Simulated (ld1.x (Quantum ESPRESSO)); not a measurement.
**An RRKJ potential for gallium, from input to tests**

Task: generate the file, and judge it by its errors in other configurations, its logarithmic derivatives, its ghosts and its cutoff.

Program: ld1.x (Quantum ESPRESSO) 7.5. Reference atom: PBEsol, non-relativistic, spherical and spin-unpolarised. All values are calculated.

## 1. The design

The settings as typed:

- element: gallium (Ga, Z = 31)
- type: norm-conserving RRKJ (Kleinman–Bylander form)
- frozen core: [Ne] 3s2
- valence charge: 19
- reference configuration: 3p6 3d10 4s2 4p1
- partial waves: 4s (bound): rc 1.80 bohr; 3p (bound): rc 0.60 bohr; 3d (bound): rc 1.20 bohr
- occupied shells without a wave: 4p
- local potential: the d channel
- core correction: not asked for

An earlier all-electron run gives the scale for the radii.

All-electron outer shells of the reference configuration (PBEsol, non-relativistic, ld1.x):

```tsv
shell	level (eV)	outermost node (bohr)	outermost maximum (bohr)
2p	-1091.01	–	0.15
3s	-142.96	0.27	0.57
3p	-97.56	0.24	0.57
3d	-19.78	–	0.53
4s	-8.72	0.82	1.92
4p	-2.61	0.88	2.53
```

## 2. Generation

Ga.in

```
 &input
   title='Ga', zed=31., rel=0, dft='PBESOL', iswitch=3,
   config='[Ar] 3d10 4s2 4p1',
   nld=3, rlderiv=1.95, eminld=-9.0, emaxld=5.0, deld=0.04
 /
 &inputp
   pseudotype=2, tm=.false., rho0=0.01, lloc=2,
   nlcc=.false.,
   file_pseudopw='Ga.UPF', file_wfcaegen='ae.wfc', file_wfcncgen='nc.wfc', file_beta='beta', file_chi='chi'
 /
3
4S  1  0   2.00   0.00  1.80  1.80  0.0
3P  2  1   6.00   0.00  0.60  0.60  0.0
3D  3  2  10.00   0.00  1.20  1.20  0.0
 &test
   configts(1)='3p6 3d10 4s2 4p1'
 /
```

Command:

```console
$ ld1.x < Ga.in > Ga.out
```

Output in Ga.out (without the banner and most projector matrices):

```text
     Program LD1 v.7.5
     --------------------------- All-electron run ----------------------------

     Ga

     atomic number is 31.00
     dft =PBESOL   lsd =0 sic =0 latt =0  beta=0.20 tr2=1.0E-14
     Exchange-correlation= PBESOL
                           (   1   4  10   8   0   0   0)
     mesh =1205 r(mesh) = 101.09016 a.u. xmin = -7.00 dx = 0.01250
     1 Ry =  13.60569312 eV

     n l     nl                  e(Ry)          e(Ha)          e(eV)
     1 0     1S 1( 2.00)      -741.0870      -370.5435    -10083.0025
     2 0     2S 1( 2.00)       -90.4807       -45.2404     -1231.0532
     2 1     2P 1( 6.00)       -80.1880       -40.0940     -1091.0128
     3 0     3S 1( 2.00)       -10.5075        -5.2537      -142.9614
     3 1     3P 1( 6.00)        -7.1704        -3.5852       -97.5583
     3 2     3D 1(10.00)        -1.4540        -0.7270       -19.7825
     4 0     4S 1( 2.00)        -0.6411        -0.3205        -8.7224
     4 1     4P 1( 1.00)        -0.1918        -0.0959        -2.6090

     final scf error:  3.5E-15 reached in  29 iterations

     Etot =   -3846.246943 Ry,   -1923.123472 Ha,  -52330.855585 eV

     Ekin =    3843.345030 Ry,    1921.672515 Ha,   52291.373039 eV
     Encl =   -9210.706793 Ry,   -4605.353396 Ha, -125318.050069 eV
     Eh   =    1667.551038 Ry,     833.775519 Ha,   22688.187689 eV
     Exc  =    -146.436218 Ry,     -73.218109 Ha,   -1992.366244 eV

     normalization and overlap integrals

     s(1S/1S) =  1.000000  <r> =   0.0495  <r2> =    0.0033  r(max) =   0.0327
     s(2S/2S) =  1.000000  <r> =   0.2217  <r2> =    0.0579  r(max) =   0.1856
     s(2P/2P) =  1.000000  <r> =   0.1923  <r2> =    0.0453  r(max) =   0.1482
     s(3S/3S) =  1.000000  <r> =   0.6631  <r2> =    0.5078  r(max) =   0.5718
     s(3P/3P) =  1.000000  <r> =   0.6843  <r2> =    0.5524  r(max) =   0.5718
     s(3D/3D) =  1.000000  <r> =   0.8060  <r2> =    0.8516  r(max) =   0.5305
     s(4S/4S) =  1.000000  <r> =   2.3805  <r2> =    6.5922  r(max) =   1.9223
     s(4P/4P) =  1.000000  <r> =   3.3905  <r2> =   13.8840  r(max) =   2.5307

     ------------------------ End of All-electron run ------------------------

     --------------------- Generating NC pseudopotential ---------------------

      Generating local pot.: lloc=2, matching radius rcloc =   1.2000

      Wfc   4S  rcut= 1.806  Estimated cut-off energy=       13.34 Ry
      Using 4 Bessel functions for this wfc, rho(0) = 0.010
      This function has    0 nodes for 0 < r <    1.806

      Wfc   3P  rcut= 0.601  Estimated cut-off energy=      482.61 Ry
      This function has    0 nodes for 0 < r <    0.601

     ------------------- End of pseudopotential generation -------------------

     [... the all-electron block is printed once more ...]


     Computing logarithmic derivative in   1.95870
     Message from routine run_pseudo:
     Warning: convergence not achieved
     Computing logarithmic derivative in   1.95870
     Computing the partial wave expansion
     R is outside the sphere for l=    0 j= 0.00
     R is outside the sphere for l=    1 j= 0.00
       no projector for channel:   2

     ---------------------- Testing the pseudopotential ----------------------

     Ga

     atomic number is 31.00   valence charge is 19.00
     dft =PBESOL   lsd =0 sic =0 latt =0  beta=0.20 tr2=1.0E-14
     mesh =1205 r(mesh) = 101.09016 xmin = -7.00 dx = 0.01250

     n l     nl             e AE (Ry)        e PS (Ry)    De AE-PS (Ry)
     2 1     3P   1( 6.00)       -7.17041       -7.17041       -0.00000
     3 2     3D   1(10.00)       -1.45399       -1.45399       -0.00000
     1 0     4S   1( 2.00)       -0.64109       -0.64109       -0.00000
     3 1     4P   1( 1.00)       -0.19176       -0.17537       -0.01639  !

     eps = 1.3E-12  iter =201

     Etot =   -3846.246943 Ry,   -1923.123472 Ha,  -52330.855585 eV
     Etotps =  -393.961688 Ry,    -196.980844 Ha,   -5360.121823 eV

     Ekin =     274.600871 Ry,     137.300436 Ha,    3736.135185 eV
     Encl =   -1021.685016 Ry,    -510.842508 Ha,  -13900.732795 eV
     Ehrt =     346.585856 Ry,     173.292928 Ha,    4715.540799 eV
     Ecxc =     -37.528304 Ry,     -18.764152 Ha,    -510.598590 eV
     Epseu=      44.064905 Ry,      22.032453 Ha,     599.533578 eV

     ---------------------- End of pseudopotential test ----------------------
```

Wall time 2.4 s (1 thread, shared host). This counts the later configuration tests of the new file too.

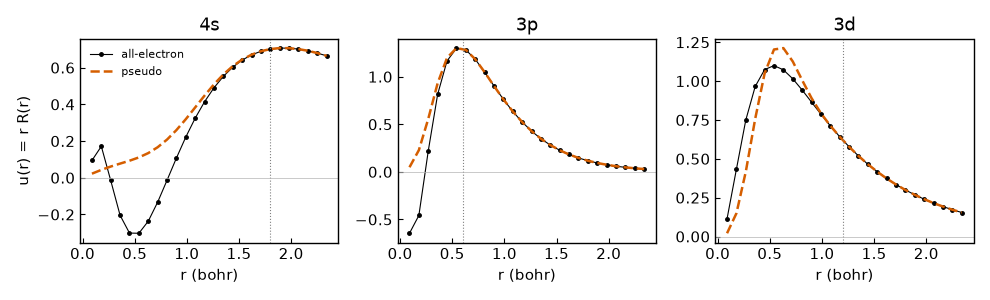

Bound waves of the atom and their pseudo partners (4s, 3p, 3d), with the matching radii dotted. The curves join 26 sampled radii, too few to resolve the innermost nodes.

## 3. Testing the new file in other configurations

Ga.test.in

```
 &input
   title='Ga', zed=31., rel=0, dft='PBESOL', iswitch=2,
   config='[Ar] 3d10 4s2 4p1'
 /
 &test
   file_pseudo='Ga.UPF', nconf=8,
   configts(1)='3p6 3d10 4s2 4p1',
   configts(2)='3p6 3d10 4s2 4p0',
   configts(3)='3p6 3d10 4s1 4p0',
   configts(4)='3p6 3d10 4s0 4p0',
   configts(5)='3p6 3d10 4s1 4p2',
   configts(6)='3p6 3d10 4s0 4p3',
   configts(7)='3p6 3d10 4s2 4p1.3',
   configts(8)='3p6 3d9 4s2 4p2'
 /
```

Command:

```console
$ ld1.x < Ga.test.in > Ga.test.out
```

Ga.test.out, the pseudopotential blocks, each with the warnings that came before it:

```text
     Warning: convergence not achieved
     Warning: n=2, l=1 expected 0 nodes, found 1
     ---------------------- Testing the pseudopotential ----------------------

     Ga

     atomic number is 31.00   valence charge is 19.00
     dft =PBESOL   lsd =0 sic =0 latt =0  beta=0.20 tr2=1.0E-14
     mesh =1205 r(mesh) = 101.09016 xmin = -7.00 dx = 0.01250

     n l     nl             e AE (Ry)        e PS (Ry)    De AE-PS (Ry)
     2 1     3P   1( 6.00)       -7.17041       -7.17041       -0.00000
     3 2     3D   1(10.00)       -1.45399       -1.45399       -0.00000
     1 0     4S   1( 2.00)       -0.64109       -0.64109       -0.00000
     3 1     4P   1( 1.00)       -0.19176       -0.17537       -0.01639  !

     eps = 2.0E-12  iter =201

     Etot =   -3846.246943 Ry,   -1923.123472 Ha,  -52330.855585 eV
     Etotps =  -393.961688 Ry,    -196.980844 Ha,   -5360.121823 eV

     Ekin =     274.600871 Ry,     137.300436 Ha,    3736.135185 eV
     Encl =   -1021.685016 Ry,    -510.842508 Ha,  -13900.732795 eV
     Ehrt =     346.585856 Ry,     173.292928 Ha,    4715.540799 eV
     Ecxc =     -37.528304 Ry,     -18.764152 Ha,    -510.598590 eV
     Epseu=      44.064905 Ry,      22.032453 Ha,     599.533578 eV

     ---------------------- End of pseudopotential test ----------------------

     Warning: convergence not achieved
     ---------------------- Testing the pseudopotential ----------------------

     Ga

     [...]
     n l     nl             e AE (Ry)        e PS (Ry)    De AE-PS (Ry)
     2 1     3P   1( 6.00)       -7.78007       -7.75934       -0.02072  !
     3 2     3D   1(10.00)       -2.06239       -2.04191       -0.02047  !
     1 0     4S   1( 2.00)       -1.18094       -1.16695       -0.01399  !
     3 1     4P   1( 0.00)       -0.66726       -0.63132       -0.03594  !

     eps = 3.9E-12  iter =201

     Etot =   -3845.826845 Ry,   -1922.913423 Ha,  -52325.139860 eV
     Etotps =  -393.567510 Ry,    -196.783755 Ha,   -5354.758759 eV
     dEtot_ae =       0.420098 Ry
     dEtot_ps =       0.394178 Ry,   Delta E=       0.025920 Ry

     [...]
     ---------------------- End of pseudopotential test ----------------------

     Warning: convergence not achieved
     ---------------------- Testing the pseudopotential ----------------------

     Ga

     [...]
     n l     nl             e AE (Ry)        e PS (Ry)    De AE-PS (Ry)
     2 1     3P   1( 6.00)       -8.65641       -8.62351       -0.03290  !
     3 2     3D   1(10.00)       -2.93044       -2.90097       -0.02947  !
     1 0     4S   1( 1.00)       -1.88030       -1.86507       -0.01522  !
     3 1     4P   1( 0.00)       -1.29292       -1.24272       -0.05020  !

     eps = 3.8E-13  iter =201

     Etot =   -3844.300447 Ry,   -1922.150224 Ha,  -52304.372157 eV
     Etotps =  -392.055848 Ry,    -196.027924 Ha,   -5334.191552 eV
     dEtot_ae =       1.946496 Ry
     dEtot_ps =       1.905840 Ry,   Delta E=       0.040656 Ry

     [...]
     ---------------------- End of pseudopotential test ----------------------

     ---------------------- Testing the pseudopotential ----------------------

     Ga

     [...]
     n l     nl             e AE (Ry)        e PS (Ry)    De AE-PS (Ry)
     2 1     3P   1( 6.00)       -9.62102       -9.57535       -0.04567  !
     3 2     3D   1(10.00)       -3.88251       -3.84431       -0.03820  !
     1 0     4S   1( 0.00)       -2.62268       -2.60831       -0.01437  !
     3 1     4P   1( 0.00)       -1.96553       -1.89959       -0.06594  !

     eps = 4.2E-15  iter = 25

     Etot =   -3842.052013 Ry,   -1921.026007 Ha,  -52273.780652 eV
     Etotps =  -389.822448 Ry,    -194.911224 Ha,   -5303.804606 eV
     dEtot_ae =       4.194930 Ry
     dEtot_ps =       4.139239 Ry,   Delta E=       0.055691 Ry

     [...]
     ---------------------- End of pseudopotential test ----------------------

     Warning: convergence not achieved
     ---------------------- Testing the pseudopotential ----------------------

     Ga

     [...]
     n l     nl             e AE (Ry)        e PS (Ry)    De AE-PS (Ry)
     2 1     3P   1( 6.00)       -7.30697       -7.31500        0.00803  !
     3 2     3D   1(10.00)       -1.58681       -1.59683        0.01002  !
     1 0     4S   1( 1.00)       -0.71708       -0.72606        0.00897  !
     3 1     4P   1( 2.00)       -0.24712       -0.23380       -0.01332  !

     eps = 5.0E-13  iter =201

     Etot =   -3845.787012 Ry,   -1922.893506 Ha,  -52324.597896 eV
     Etotps =  -393.482382 Ry,    -196.741191 Ha,   -5353.600534 eV
     dEtot_ae =       0.459932 Ry
     dEtot_ps =       0.479306 Ry,   Delta E=      -0.019374 Ry

     [...]
     ---------------------- End of pseudopotential test ----------------------

     ---------------------- Testing the pseudopotential ----------------------

     Ga

     [...]
     n l     nl             e AE (Ry)        e PS (Ry)    De AE-PS (Ry)
     2 1     3P   1( 6.00)       -7.43083       -7.44631        0.01549  !
     3 2     3D   1(10.00)       -1.70679       -1.72630        0.01951  !
     1 0     4S   1( 0.00)       -0.78231       -0.79953        0.01722  !
     3 1     4P   1( 3.00)       -0.29452       -0.28377       -0.01074  !

     eps = 5.0E-15  iter = 23

     Etot =   -3845.307947 Ry,   -1922.653973 Ha,  -52318.079886 eV
     Etotps =  -392.978178 Ry,    -196.489089 Ha,   -5346.740498 eV
     dEtot_ae =       0.938997 Ry
     dEtot_ps =       0.983509 Ry,   Delta E=      -0.044513 Ry

     [...]
     ---------------------- End of pseudopotential test ----------------------

     Warning: convergence not achieved
     ---------------------- Testing the pseudopotential ----------------------

     Ga

     [...]
     n l     nl             e AE (Ry)        e PS (Ry)    De AE-PS (Ry)
     2 1     3P   1( 6.00)       -7.02818       -7.03461        0.00643  !
     3 2     3D   1(10.00)       -1.31178       -1.31822        0.00644  !
     1 0     4S   1( 2.00)       -0.50844       -0.51341        0.00498
     3 1     4P   1( 1.30)       -0.07648       -0.06585       -0.01063  !

     eps = 1.2E-11  iter =201

     Etot =   -3846.286745 Ry,   -1923.143373 Ha,  -52331.397119 eV
     Etotps =  -393.997429 Ry,    -196.998714 Ha,   -5360.608109 eV
     dEtot_ae =      -0.039802 Ry
     dEtot_ps =      -0.035741 Ry,   Delta E=      -0.004061 Ry

     [...]
     ---------------------- End of pseudopotential test ----------------------

     Warning: convergence not achieved
     ---------------------- Testing the pseudopotential ----------------------

     Ga

     [...]
     n l     nl             e AE (Ry)        e PS (Ry)    De AE-PS (Ry)
     2 1     3P   1( 6.00)       -7.88465       -7.93183        0.04718  !
     3 2     3D   1( 9.00)       -2.11931       -2.15052        0.03121  !
     1 0     4S   1( 2.00)       -0.81336       -0.81826        0.00490
     3 1     4P   1( 2.00)       -0.28825       -0.26970       -0.01855  !

     eps = 1.4E-12  iter =201

     Etot =   -3844.704614 Ry,   -1922.352307 Ha,  -52309.871125 eV
     Etotps =  -392.386374 Ry,    -196.193187 Ha,   -5338.688594 eV
     dEtot_ae =       1.542329 Ry
     dEtot_ps =       1.575313 Ry,   Delta E=      -0.032984 Ry

     [...]
     ---------------------- End of pseudopotential test ----------------------
```

The tests as a table, with energies relative to 3p6 3d10 4s2 4p1. A star marks tests that logged a warning.

```tsv
valence configuration	charge	ΔE all-electron (eV)	error AE − PS (meV)
3p6 3d10 4s2 4p0 *	+1	5.716	+353
3p6 3d10 4s1 4p0 *	+2	26.483	+553
3p6 3d10 4s0 4p0	+3	57.075	+758
3p6 3d10 4s1 4p2 *	0	6.258	-264
3p6 3d10 4s0 4p3	0	12.776	-606
3p6 3d10 4s2 4p1.3 *	-0.3	-0.542	-55
3p6 3d9 4s2 4p2 *	0	20.984	-449
```

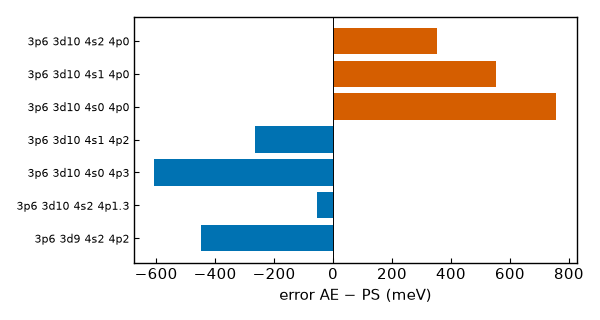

Error of the potential in each test configuration.

## 4. Does it scatter like the atom?

Taken from the files of the generation run. The phase is arctan(r·u′/u) with u = r·R, unwrapped, with energies in Ry. A pole is an energy at which the radial function vanishes at the test radius. The pseudo phase is shifted by a multiple of π to meet the all-electron one at the reference energy. Levels narrower than the energy grid can be missing from the poles. The last column is the largest difference on the grid between −1 and +1 Ry.

```tsv
channel	radius (bohr)	reference (Ry)	poles AE	poles PS	window around the reference with phases within 0.05 rad (Ry)	largest difference near zero (rad)
s	1.96	-0.64	3.21	2.64	below 2.9	0.014
p	1.96	-7.17	-7.13, 4.65	-7.13	below -0.5	0.198
d	1.96	-1.45	-1.27	-1.27	below 1.5	0.021
```

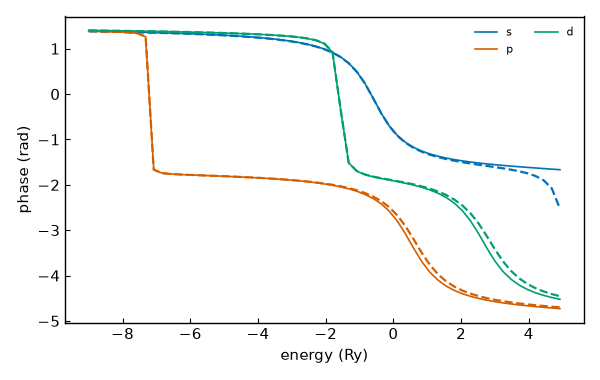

All-electron (solid) and pseudo (dashed) phases against energy.

## 5. Cutoff and ghost test in a Bessel basis

A separate test, outside the generator: the pseudo-atom's Hamiltonian at the reference potential is diagonalised in spherical Bessel functions j_l(qr) that vanish at 20 bohr, with q² up to the cutoff.

All-electron valence levels (Ry): 4s -0.6411, 3p -7.1704, 4p -0.1918, 3d -1.4540. The lowest levels of each channel (Ry) by cutoff; the last column sums, over occupied levels, occupation times the distance from the level at 400 Ry. A positive value at high cutoff is not a bound level.

```csv
cutoff (Ry),s #1,s #2,p #1,p #2,d #1,f #1,Σ f·Δε (mRy)
8,-0.6159,-0.0241,-1.4456,-0.0192,0.0496,0.1033,49590.5
25,-13.2846,-0.6313,-4.8116,-0.1115,0.0489,0.1033,29263.4
50,-23.0310,-0.6410,-6.7291,-0.1613,0.0403,0.1033,17603.5
100,-25.5984,-0.6411,-7.0202,-0.1719,-1.1718,0.1033,3724.8
180,-25.6809,-0.6411,-7.0864,-0.1730,-1.4531,0.1033,513.4
400,-25.6845,-0.6411,-7.1701,-0.1754,-1.4540,0.1033,0.0
```

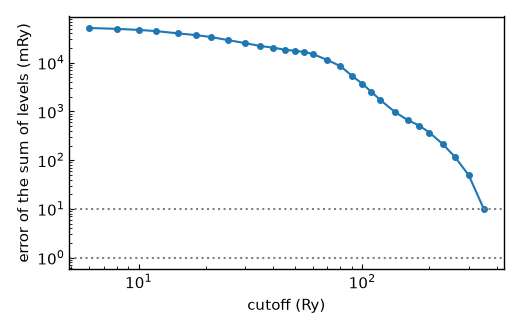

Occupation-weighted error of the valence levels against the cutoff; the dotted lines mark 10 and 1 mRy.

The sum stays within 10 mRy only somewhere over 300 Ry and within 1 mRy only somewhere over 300 Ry. The sum leaves out empty levels, which can need more. Ghost test: ghost state, bound below the all-electron valence or empty levels of the same l: s at -349.5 eV.

## 6. Outcome

```
                                                quantity                           value
               cutoffs for 10 and 1 mRy, occupied levels     over 300 Ry and over 300 Ry
                                            bound ghosts                 s at -349.46 eV
                       largest miss of a reference level                    223 meV (4p)
                            largest test error (AE − PS)  +758 meV, for 3p6 3d10 4s0 4p0
largest phase difference near zero energy, channels read                       0.198 rad
```

A bound ghost (s) makes it unfit for use: electrons can fall into a state that the atom doesn't have. Already in the reference configuration the 4p level is off by 223 meV; it has no partial wave or projector of its own. The worst unpolarised test, 3p6 3d10 4s0 4p0, is off by 758 meV on 57.1 eV; by total energies transferability rates as poor. That test lies far up in energy; among those under 40 eV, nearer to bonding, the largest error is 606 meV. It counts as very hard, with over 300 Ry needed at the looser tolerance. The slowest occupied level is 3p: taken alone it needs over 300 Ry to come within 1 mRy, against 230 Ry for 4p. Near zero energy the largest phase difference among the channels read is 0.20 rad, in the p channel.
